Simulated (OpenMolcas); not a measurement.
# Run report: AlPH$_{6}$, energy and gradient calculation (part 1 of 3)

- system: AlPH$_{6}$
- method: HF/3-21G, RHF (OpenMolcas 26.06)

The geometry comes from this level: GFN2-xTB.

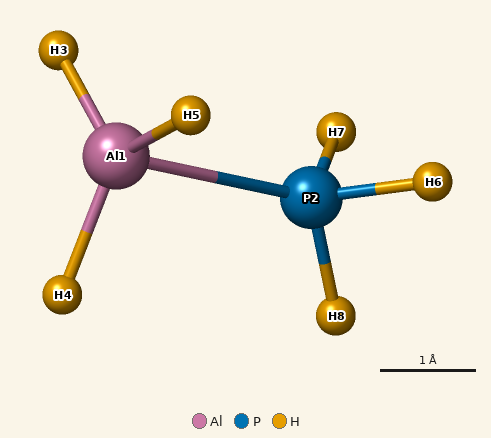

**Figure 1.** The structure (ball-and-stick view, seen at a tilt; atoms are numbered from 1 in the order of the input). Sticks mark near contacts.

## The input
```
&GATEWAY
 BASLIB
 $CurrDir
 COORD
 coord.xyz
 BASIS
 3-21G
 GROUP
 NoSym

&SEWARD

&SCF
 THRESHOLDS
 1e-10 1e-07 1e-07 1e-05
 PRORBITALS
 1

&ALASKA
```

## File coord.xyz
```
8

Al    -0.494910     0.176720    -1.383090
P      0.354350    -0.131300     0.980840
H      0.479950    -0.854750    -2.049390
H     -1.971260    -0.256910    -1.077990
H     -0.159530     1.706380    -1.471330
H      0.878810     0.923450     1.704510
H      1.384890    -0.998040     1.296750
H     -0.472280    -0.565540     1.999720
```

Machine: 1 thread of Arm Neoverse V1, 24 GiB of memory available, shared host.

Run as:
```bash
export MOLCAS_MEM=1860
pymolcas test.inp > test.log
```

## Output
```
--- Start Module: gateway ---

                                              &GATEWAY

                       available to each process: 1.9 GB of memory, 1 thread

 Basis Set     1 Label: AL.3-21G
 Basis set is read from library:.
 basistype.tbl is not found

 Basis Set     2 Label: P.3-21G
 Basis set is read from library:.
 basistype.tbl is not found

 Basis Set     3 Label: H.3-21G
 Basis set is read from library:.
 basistype.tbl is not found

++    Symmetry information:
      ---------------------

                    Character Table for C1

                             E
                    a        1  x, y, xy, Rz, z, xz, Ry, yz, Rx, I
--

++    Basis set information:
      ----------------------

      Basis set label: AL.3-21G.........

      Electronic valence basis set:
      ------------------
      Associated Effective Charge  13.000000 au
      Associated Actual Charge     13.000000 au
      Nuclear Model: Point charge

      Shell  nPrim  nBasis  Cartesian Spherical Contaminant
         s       9       4        X
         p       6       3        X

      Basis set label: P.3-21G.........

      Electronic valence basis set:
      ------------------
      Associated Effective Charge  15.000000 au
      Associated Actual Charge     15.000000 au
      Nuclear Model: Point charge

      Shell  nPrim  nBasis  Cartesian Spherical Contaminant
         s       9       4        X
         p       6       3        X

      Basis set label: H.3-21G.........

      Electronic valence basis set:
      ------------------
      Associated Effective Charge   1.000000 au
      Associated Actual Charge      1.000000 au
      Nuclear Model: Point charge

      Shell  nPrim  nBasis  Cartesian Spherical Contaminant
         s       3       2        X
--

++    Molecular structure info:
      -------------------------

                    ************************************************
                    **** Cartesian Coordinates / bohr, angstrom ****
                    ************************************************

     Center  Label                x              y              z                     x              y              z
        1      AL1             -0.935244       0.333952      -2.613661             -0.494910       0.176720      -1.383090
        2      P2               0.669624      -0.248121       1.853519              0.354350      -0.131300       0.980840
        3      H3               0.906974      -1.615243      -3.872786              0.479950      -0.854750      -2.049390
        4      H4              -3.725142      -0.485490      -2.037106             -1.971260      -0.256910      -1.077990
        5      H5              -0.301468       3.224591      -2.780411             -0.159530       1.706380      -1.471330
        6      H6               1.660710       1.745068       3.221057              0.878810       0.923450       1.704510
        7      H7               2.617063      -1.886022       2.450502              1.384890      -0.998040       1.296750
        8      H8              -0.892480      -1.068716       3.778923             -0.472280      -0.565540       1.999720

                    ***************************************
                    *    InterNuclear Distances / bohr    *
                    ***************************************

               1 AL1           2 P2            3 H3            4 H4            5 H5            6 H6
    1 AL1      0.000000
    2 P2       4.782271        0.000000
    3 H3       2.962858        5.892022        0.000000
    4 H4       2.964360        5.874289        5.109066        0.000000
    5 H5       2.963995        5.871631        5.106624        5.102817        0.000000
    6 H6       6.540196        2.612511        7.885583        7.850545        6.485117        0.000000
    7 H7       6.572133        2.613738        6.556043        7.894535        7.873922        3.833168
    8 H8       6.544803        2.611652        7.879427        6.495407        7.861720        3.840231

               7 H7            8 H8
    7 H7       0.000000
    8 H8       3.840518        0.000000

                    *******************************************
                    *    InterNuclear Distances / angstrom    *
                    *******************************************

               1 AL1           2 P2            3 H3            4 H4            5 H5            6 H6
    1 AL1      0.000000
    2 P2       2.530669        0.000000
    3 H3       1.567877        3.117924        0.000000
    4 H4       1.568672        3.108540        2.703602        0.000000
    5 H5       1.568479        3.107133        2.702309        2.700294        0.000000
    6 H6       3.460923        1.382481        4.172871        4.154330        3.431776        0.000000
    7 H7       3.477823        1.383131        3.469308        4.177608        4.166700        2.028425
    8 H8       3.463360        1.382027        4.169613        3.437222        4.160243        2.032162

               7 H7            8 H8
    7 H7       0.000000
    8 H8       2.032315        0.000000

                    **************************************
                    *    Valence Bond Angles / degree    *
                    **************************************
                          Atom centers                 Phi
                      3 H3       1 AL1      4 H4       119.08
                      3 H3       1 AL1      5 H5       119.00
                      4 H4       1 AL1      5 H5       118.80
                      6 H6       2 P2       7 H7        94.35
                      6 H6       2 P2       8 H8        94.63
                      7 H7       2 P2       8 H8        94.61
--

            Nuclear Potential Energy             87.35655813 au

--- Stop Module: gateway /rc=_RC_ALL_IS_WELL_ ---

--- Start Module: seward ---

                                              &SEWARD

                       available to each process: 1.9 GB of memory, 1 thread

               SEWARD will generate:
                  Multipole Moment integrals up to order  2
                  Kinetic Energy integrals
                  Nuclear Attraction integrals (point charge)
                  One-Electron Hamiltonian integrals
                  Velocity integrals
                  Orbital angular momentum around ( -0.0660   0.0194  -0.1929 )
                  Velocity quadrupole around ( -0.0660   0.0194  -0.1929 )
                  Two-Electron Repulsion integrals

                   Integrals are discarded if absolute value <: 1.00E-14
                   Integral cutoff threshold is set to       <: 1.00E-16

            Nuclear Potential Energy             87.35655813 au

      Basis set specifications :
      Symmetry species         a
      Basis functions           38

--- Stop Module: seward /rc=_RC_ALL_IS_WELL_ ---

--- Start Module: scf ---

                                                &SCF

                       available to each process: 1.9 GB of memory, 1 thread

++    Input section:
      --------------

      Header of the integral files:

      Cartesian coordinates in angstrom:
      -----------------------------------------------------
      No.  Label        X            Y            Z
      -----------------------------------------------------
       1   AL1       -0.49491000   0.17672000  -1.38309000
       2   P2         0.35435000  -0.13130000   0.98084000
       3   H3         0.47995000  -0.85475000  -2.04939000
       4   H4        -1.97126000  -0.25691000  -1.07799000
       5   H5        -0.15953000   1.70638000  -1.47133000
       6   H6         0.87881000   0.92345000   1.70451000
       7   H7         1.38489000  -0.99804000   1.29675000
       8   H8        -0.47228000  -0.56554000   1.99972000
      -----------------------------------------------------
      Nuclear repulsion energy =   87.35655813
--

++    Orbital specifications:
      -----------------------

      Symmetry species               1
                                     a
      Frozen orbitals                0
      Occupied orbitals             17
      Secondary orbitals            21
      Deleted orbitals               0
      Total number of orbitals      38
      Number of basis functions     38
--

      Molecular charge                           0.000

++    Optimization specifications:
      ----------------------------

      SCF Algorithm: Conventional
      Minimized density differences are used
      Number of density matrices in core                 5
      Maximum number of NDDO SCF iterations            400
      Maximum number of HF SCF iterations              400
      Threshold for SCF energy change             1.00E-10
      Threshold for density matrix                1.00E-07
      Threshold for Fock matrix                   1.00E-07
      Threshold for linear dependence             1.00E-09
      Threshold at which DIIS is turned on        1.50E-01
      Maximum depth in the DIIS procedure                5
      Maximum depth in the BFGS Hessian update          30
      Threshold at which QNR/C2DIIS is turned on  7.50E-02
      Threshold for Norm(delta) (QNR/C2DIIS)      1.00E-05
      All orbitals punched on: SCFORB
--

      Input vectors read from INPORB
      Orbital file label: *Guess orbitals

++ Convergence information
                                   SCF        iterations: Energy and convergence statistics

Iter     Tot. SCF        One-elec.       Two-elec.     Energy      Max Dij or  Max Fij      DNorm      TNorm      AccCon     Time
         Energy          Energy          Energy        Change      Delta Norm                                                in Sec.
   1  -582.793517143  -977.291730529   307.141655257   0.00E+00    2.01E-01*   2.38E-01*    7.37E+00   1.03E+02   None         0.
   2  -582.992407084  -983.034305877   312.685340664  -1.99E-01*   5.76E-02*   2.32E-02*    1.69E+00   1.04E+02   EDIIS        0.
   3  -582.999591362  -981.866262930   311.510113438  -7.18E-03*   1.05E-02*   5.15E-03*    4.07E-01   1.04E+02   c2DIIS       0.
   4  -583.000018576  -982.157083282   311.800506577  -4.27E-04*   3.24E-03*   1.05E-03*    5.17E-02   1.04E+02   QNRc2DIIS    0.
   5  -583.000038409  -982.139016737   311.782420199  -1.98E-05*   1.44E-03*   3.33E-04*    4.54E-03   1.04E+02   QNRc2DIIS    0.
   6  -583.000040464  -982.147410681   311.790812087  -2.06E-06*   1.15E-04*   6.11E-05*    8.23E-04   1.04E+02   QNRc2DIIS    0.
   7  -583.000040499  -982.145841692   311.789243063  -3.54E-08*   4.44E-05*   1.67E-05*    1.05E-04   1.04E+02   QNRc2DIIS    0.
   8  -583.000040502  -982.145909113   311.789310481  -2.69E-09*   4.17E-06    8.74E-07*    1.91E-05   1.04E+02   QNRc2DIIS    0.
   9  -583.000040502  -982.145923757   311.789325126  -1.93E-11    4.06E-07    1.26E-07*    5.31E-04   1.04E+02   QNRc2DIIS    0.
  10  -583.000040502  -982.145923739   311.789325107  -2.05E-12    8.46E-08    2.21E-08     2.28E-04   1.04E+02   QNRc2DIIS    0.

       Convergence after  10 Iterations
--

 *****************************************************************************************************************************
 *                                             SCF/KS-DFT Program, Final results                                             *
 *                                                       Final Results                                                       *
 *****************************************************************************************************************************

::    Total SCF energy                               -583.0000405022
      One-electron energy                            -982.1459237387
      Two-electron energy                             311.7893251069
      Nuclear repulsion energy                         87.3565581296
      Kinetic energy (interpolated)                   582.7955595627
      Virial theorem                                    1.0003508622
      Total spin, S(S+1)                                0.0000000000
      Total spin, S                                     0.0000000000
      Max non-diagonal density matrix element           0.0000000616
      Max non-diagonal Fock matrix element              0.0000000089

      All orbitals with orbital energies smaller than  E(LUMO)+0.5 are printed

++    Molecular orbitals:
      -------------------

      Title: SCF orbitals

      Molecular orbitals for symmetry species 1: a

          Orbital            1         2         3         4         5         6         7         8         9        10
          Energy          -79.4325  -58.0136   -7.5109   -5.3950   -5.3950   -5.3944   -4.8276   -3.1315   -3.1304   -3.1304
          Occ. No.          2.0000    2.0000    2.0000    2.0000    2.0000    2.0000    2.0000    2.0000    2.0000    2.0000
```
